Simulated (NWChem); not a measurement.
# One shape, several levels: C2HF2O (SMILES O=[C]C(F)F)

Wanted: a comparison of 6 runs (UHF/STO-3G, UHF/3-21G, UB3LYP/6-31G*, UB2PLYP/3-21G, UMP2/STO-3G) of C2HF2O. 

The calculation is run with NWChem 7.3.0.

**1. The molecule**

The species is C2HF2O (6 atoms), meant as a doublet with charge 0. SMILES: `O=[C]C(F)F`. Geometry: relaxed at GFN2-xTB. This is one conformer, not always the lowest.

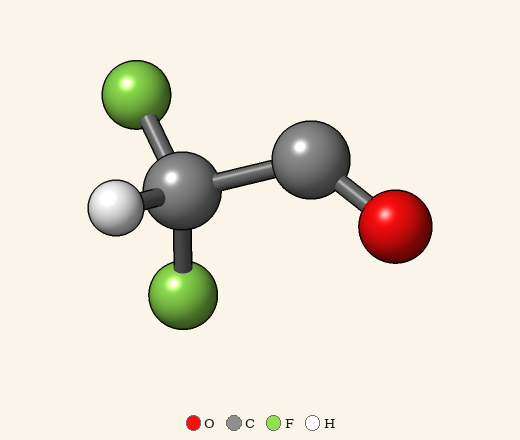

Viewed from a chosen angle; oxygen red, carbon grey, fluorine green, hydrogen white.

**2. Energy and gradient at UHF/STO-3G (run 1)**

run.py

```python
from ase import Atoms
from ase.calculators.nwchem import NWChem

system = Atoms('OCCFFH', positions=[
    [0.874420, -1.726950, 0.579190],
    [0.910850, -0.610640, 0.202210],
    [-0.196900, 0.371530, -0.083060],
    [-1.316320, -0.218130, -0.568970],
    [0.178190, 1.291610, -0.988950],
    [-0.450240, 0.892590, 0.859590],
])

calc = NWChem(
    label='a',
    theory='scf',
    memory='2200 mb',
    basis='STO-3G',
    basispar='spherical bse',
    scf={'nopen': '1', 'uhf': None, 'thresh': '1e-08', 'maxiter': '80'},
)
system.calc = calc

forces = system.get_forces()
print(f"energy = {system.get_potential_energy():.6f} eV")
print("forces (eV/A):")
for s, f in zip(system.symbols, forces):
    print(f"{s:2s} {f[0]:10.5f} {f[1]:10.5f} {f[2]:10.5f}")
```

Started as:

```sh
$ export ASE_NWCHEM_COMMAND="nwchem PREFIX.nwi > PREFIX.nwo"
$ python run.py
```

Output:

```text
energy = -9394.008466 eV
forces (eV/A):
O    -0.26971   -3.61507    1.21731
C     2.07575    2.13139   -0.83504
C    -1.34916    1.00916    1.13797
F    -1.40130   -1.05888   -0.49314
F     0.93208    1.48394   -1.47941
H     0.01234    0.04947    0.45226
```

The calculator wrote a.nwi:

```
title "a"

permanent_dir a

scratch_dir a

start a

geometry units angstrom nocenter noautosym noautoz
  O  8.7441999999999998e-01 -1.7269500000000000e+00 5.7918999999999998e-01
  C  9.1085000000000005e-01 -6.1063999999999996e-01 2.0221000000000000e-01
  C  -1.9689999999999999e-01 3.7153000000000003e-01 -8.3059999999999995e-02
  F  -1.3163199999999999e+00 -2.1812999999999999e-01 -5.6896999999999998e-01
  F  1.7818999999999999e-01 1.2916099999999999e+00 -9.8895000000000000e-01
  H  -4.5023999999999997e-01 8.9258999999999999e-01 8.5958999999999997e-01
end

memory 2200 mb

basis spherical bse noprint
   * library STO-3G
end

scf
  nopen 1
  uhf
  thresh 1e-08
  maxiter 80
end

task scf gradient
```

a.nwo, shortened:

```text
[...]
      One electron energy =   -809.762023540511
[... 1 line left out ...]
 Nuclear repulsion energy =    165.437210531285
[... 38 lines left out ...]
          Final beta eigenvalues
[... 182 lines left out ...]
                     UHF Final Beta Molecular Orbital Analysis
[...]
  wavefunction    =   UHF
                         UHF ENERGY GRADIENTS
    atom               coordinates                        gradient
                 x          y          z           x          y          z
   1 O       1.652414  -3.263462   1.094510    0.005245   0.070302  -0.023673
   2 C       1.721257  -1.153942   0.382121   -0.040367  -0.041449   0.016239
   3 C      -0.372087   0.702090  -0.156961    0.026237  -0.019625  -0.022130
   4 F      -2.487484  -0.412206  -1.075197    0.027251   0.020592   0.009590
   5 F       0.336730   2.440789  -1.868845   -0.018126  -0.028858   0.028770
   6 H      -0.850830   1.686751   1.624390   -0.000240  -0.000962  -0.008795
[...]
```

Wall time 3.9 s (1 thread of Intel Xeon Platinum 8488C (Sapphire Rapids), shared host); peak memory 0.1 GiB.

**3. Energy and forces at UHF/3-21G (run 2)**

input.nw

```
start input
memory 2200 mb
geometry units atomic noautosym nocenter noautoz
 O   1.65241432 -3.26346253  1.09451047
 C   1.72125704 -1.15394236  0.38212152
 C  -0.37208707  0.70208995 -0.15696065
 F  -2.48748429 -0.41220596 -1.07519747
 F   0.33673030  2.44078916 -1.86884465
 H  -0.85083029  1.68675064  1.62438968
end
basis spherical bse
 * library 3-21G
end
scf
 nopen 1
 uhf
 thresh 1e-08
 maxiter 80
 print low
end
task scf gradient
```

Started as:

```sh
$ nwchem input.nw > input.out
```

Output:

```text
[...]
  functions       =    47
[...]
  wavefunction    = UHF
[...]
         Total SCF energy =   -348.058842315483
      One electron energy =   -809.775285221462
      Two electron energy =    296.279244228847
 Nuclear repulsion energy =    165.437198677133
                       Sz =      0.5000
                 Sz(Sz+1) =      0.7500
                      S^2 =      0.7803
[...]
                         UHF ENERGY GRADIENTS
    atom               coordinates                        gradient
                 x          y          z           x          y          z
   1 O       1.652414  -3.263463   1.094510    0.000463  -0.002235   0.000119
   2 C       1.721257  -1.153942   0.382122   -0.003327   0.003308   0.003862
   3 C      -0.372087   0.702090  -0.156961    0.014958  -0.015648  -0.032188
   4 F      -2.487484  -0.412206  -1.075197    0.009837   0.013857   0.001635
   5 F       0.336730   2.440789  -1.868845   -0.015673  -0.010763   0.011191
   6 H      -0.850830   1.686751   1.624390   -0.006258   0.011481   0.015381
 Task  times  cpu:        2.9s     wall:        2.9s
 Total times  cpu:        3.0s     wall:        3.0s
```

Run time: 3.6 s. Hardware: 1 thread of Intel Xeon Platinum 8488C (Sapphire Rapids), shared host; peak memory 0.1 GiB.

**4. Energy and forces at UB3LYP/6-31G(d) (spherical functions) (run 3)**

c2hf2o.nw

```
start c2hf2o
memory stack 880 mb heap 220 mb global 1100 mb
geometry units angstrom noautosym nocenter noautoz
O     0.874420   -1.726950    0.579190
C     0.910850   -0.610640    0.202210
C    -0.196900    0.371530   -0.083060
F    -1.316320   -0.218130   -0.568970
F     0.178190    1.291610   -0.988950
H    -0.450240    0.892590    0.859590
end
basis "ao basis" spherical bse
* library 6-31G*
end
dft
xc b3lyp
mult 2
grid xfine
convergence energy 1e-08
maxiter 100
mulliken
print low
end
task dft gradient
```

Started as:

```sh
$ nwchem c2hf2o.nw > c2hf2o.out
```

Output:

```text
[...]
 d= 0,ls=0.0,diis     1   -351.4298098026 -5.17D+02  1.46D-02  4.14D-01     2.8
[...]
 d= 0,ls=0.0,diis    13   -351.6248976178 -8.16D-09  2.04D-06  5.67D-10    33.8
[...]
         Total DFT energy =     -351.624897617815
      One electron energy =     -813.230755791045
           Coulomb energy =      336.891151804374
    Exchange-Corr. energy =      -40.722504162429
 Nuclear repulsion energy =      165.437210531285
[...]
      Total Density - Mulliken Population Analysis
     ---------------------------------------------
    Atom       Charge   Shell Charges
 -----------   ------   -------------------------------------------------------
    1 O    8     8.24   2.00  0.94  2.84  0.91  1.52  0.03
    2 C    6     5.81   2.00  0.73  1.86  0.58  0.57  0.07
    3 C    6     5.53   2.00  0.70  1.92  0.33  0.46  0.12
    4 F    9     9.29   2.00  0.94  3.31  1.03  2.00  0.02
    5 F    9     9.29   2.00  0.94  3.31  1.03  1.99  0.02
    6 H    1     0.85   0.54  0.31
[...]
      <S2> =      0.7527 (Exact =     0.7500)
                         DFT ENERGY GRADIENTS
    atom               coordinates                        gradient
                 x          y          z           x          y          z
   1 O       1.652414  -3.263462   1.094510    0.007104   0.008891  -0.003135
   2 C       1.721257  -1.153942   0.382121   -0.019936  -0.006371   0.005420
   3 C      -0.372087   0.702090  -0.156961    0.020732  -0.009910  -0.009171
   4 F      -2.487484  -0.412206  -1.075197    0.004897   0.008193  -0.000172
   5 F       0.336730   2.440789  -1.868845   -0.010580  -0.004144   0.004907
   6 H      -0.850830   1.686751   1.624390   -0.002217   0.003340   0.002151
 Task  times  cpu:       38.5s     wall:       38.5s
 Total times  cpu:       38.5s     wall:       38.5s
```

Wall time 39 s (1 thread of Intel Xeon Platinum 8488C (Sapphire Rapids), shared host); peak memory 0.13 GiB.

Runs 4 to 5 aren't shown in full; the table further down has their settings and results.

**5. Energy and forces at UMP2/STO-3G (run 6)**

run.py

```python
from ase import Atoms
from ase.calculators.nwchem import NWChem

atoms = Atoms('OCCFFH', positions=[
    [0.874420, -1.726950, 0.579190],
    [0.910850, -0.610640, 0.202210],
    [-0.196900, 0.371530, -0.083060],
    [-1.316320, -0.218130, -0.568970],
    [0.178190, 1.291610, -0.988950],
    [-0.450240, 0.892590, 0.859590],
])

calc = NWChem(
    label='c2hf2o',
    theory='mp2',
    memory='2200 mb',
    basis='STO-3G',
    basispar='spherical bse',
    scf={'nopen': '1', 'uhf': None, 'thresh': '1e-08', 'maxiter': '80'},
    mp2={'freeze': 'core 5', 'tight': None},
)
atoms.calc = calc

forces = atoms.get_forces()
e = atoms.get_potential_energy()
print(f"E = {e:.6f} eV")
print("forces (eV/A):")
for s, f in zip(atoms.symbols, forces):
    print(f"{s:2s} {f[0]:10.5f} {f[1]:10.5f} {f[2]:10.5f}")
```

Started as:

```sh
$ export ASE_NWCHEM_COMMAND="nwchem PREFIX.nwi > PREFIX.nwo"
$ python run.py
```

Output:

```text
E = -9398.803469 eV
forces (eV/A):
O    -0.12969    6.20541   -2.15191
C     2.99086   -8.22583    3.10456
C    -1.84394    1.11262    0.62390
F    -2.36074   -1.45488   -0.84440
F     1.20466    2.13474   -2.08506
H     0.13889    0.22795    1.35291
```

The calculator wrote c2hf2o.nwi:

```
title "c2hf2o"

permanent_dir c2hf2o

scratch_dir c2hf2o

start c2hf2o

geometry units angstrom nocenter noautosym noautoz
  O  8.7441999999999998e-01 -1.7269500000000000e+00 5.7918999999999998e-01
  C  9.1085000000000005e-01 -6.1063999999999996e-01 2.0221000000000000e-01
  C  -1.9689999999999999e-01 3.7153000000000003e-01 -8.3059999999999995e-02
  F  -1.3163199999999999e+00 -2.1812999999999999e-01 -5.6896999999999998e-01
  F  1.7818999999999999e-01 1.2916099999999999e+00 -9.8895000000000000e-01
  H  -4.5023999999999997e-01 8.9258999999999999e-01 8.5958999999999997e-01
end

memory 2200 mb

basis spherical bse noprint
   * library STO-3G
end

scf
  nopen 1
  uhf
  thresh 1e-08
  maxiter 80
end
mp2
  freeze core 5
  tight
end

task mp2 gradient
```

c2hf2o.nwo, shortened:

```text
[...]
      One electron energy =   -809.762023540511
[... 1 line left out ...]
 Nuclear repulsion energy =    165.437210531285
[... 38 lines left out ...]
          Final beta eigenvalues
[... 182 lines left out ...]
                     UHF Final Beta Molecular Orbital Analysis
[...]
                         mp2 ENERGY GRADIENTS
    atom               coordinates                        gradient
                 x          y          z           x          y          z
   1 O       1.652414  -3.263462   1.094510    0.002522  -0.120676   0.041848
   2 C       1.721257  -1.153942   0.382121   -0.058163   0.159967  -0.060374
   3 C      -0.372087   0.702090  -0.156961    0.035859  -0.021637  -0.012133
   4 F      -2.487484  -0.412206  -1.075197    0.045909   0.028293   0.016421
   5 F       0.336730   2.440789  -1.868845   -0.023427  -0.041514   0.040548
   6 H      -0.850830   1.686751   1.624390   -0.002701  -0.004433  -0.026310
[...]
```

Wall time 5.4 s (1 thread of Intel Xeon Platinum 8488C (Sapphire Rapids), shared host); peak memory 0.1 GiB.

**6. Overview of the runs**

```csv
run,level,iteration cap,module,energy (Eh),dipole moment (D),HOMO energy (eV),LUMO energy (eV),wall time
1,UHF/STO-3G,80,scf,-345.223446,1.14,-7.81,6.90,3.9 s
2,UHF/3-21G,80,scf,-348.058842,–,–,–,3.6 s
3,UB3LYP/6-31G* (spherical functions),100,dft,-351.624898,–,–,–,39 s
4,UB2PLYP/3-21G,100,dft,-349.332752,1.72,-7.93,-0.28,17 s
5,UB3LYP/6-31G* (Cartesian functions),100,dft,-351.629843,1.49,-6.07,-2.29,43 s
6,UMP2/STO-3G,80,mp2,-345.399660,1.50,-7.81,6.90,5.4 s
```

**7. Summary of results**

| quantity | value |
| --- | --- |
| run 6: total energy | -345.39966 Eh |
| run 6: dipole moment (of the density that the program reports) | 1.50 D |
| run 6: HOMO energy (Hartree–Fock orbitals) (highest over α and β) | -7.81 eV |
| run 6: LUMO energy (Hartree–Fock orbitals) (lowest over α and β) | 6.90 eV |
| run 6: correlation energy (5 core orbitals frozen) | -176.2 mEh |
| run 6: ⟨S²⟩ of the reference determinant | 0.896 |
| run 6: largest force on an atom | 9.287 eV/Å |

**Reading.** Over runs 1, 4, 5, 6 the dipole moment (its size) runs from 1.14 D (UHF/STO-3G) to 1.72 D (UB2PLYP/3-21G). The two ends differ in method and basis. A double hybrid's value is that of its SCF part. Totals of different functionals can't be ranked against each other. In runs 1, 6 the basis is minimal, so the values are rough. Spin contamination of the reference: run 1 ⟨S²⟩ = 0.90, run 6 ⟨S²⟩ = 0.90. All runs together took 1.9 min, the longest 43 s.
